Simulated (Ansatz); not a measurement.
## A computed series for ScAl3: response to strain

Base system: ScAl3 in the Cu3Au type structure (space group Pm-3m, No. 221; a = 4.0327 Å; relaxed with 0.1 eV smearing).

Strains are applied to the cell and any free atomic positions relax.

All numbers come from Kohn–Sham DFT with the LDA functional, run in Ansatz (a first-principles code) with PAW and 420 eV plane waves, no spin-orbit coupling.

Notes on the quantities. energy relative to the base: free energy F.

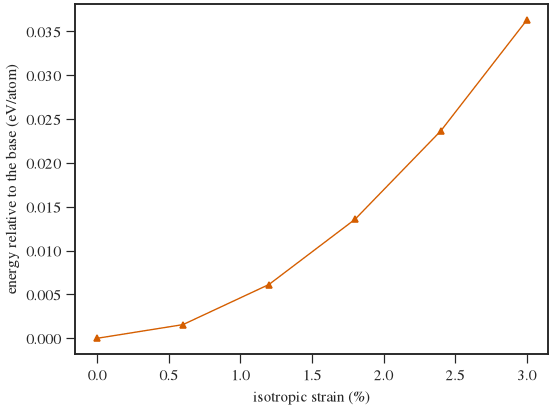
Energy relative to the base against isotropic strain

```
isotropic strain (%)  energy relative to the base
--------------------  ---------------------------
0.6                                 +1.6 meV/atom
1.2                                 +6.1 meV/atom
1.8                                  +14 meV/atom
2.4                                  +24 meV/atom
3                                    +36 meV/atom
```

Whether these cells are dynamically stable was not tested. All final runs are without spin polarisation.
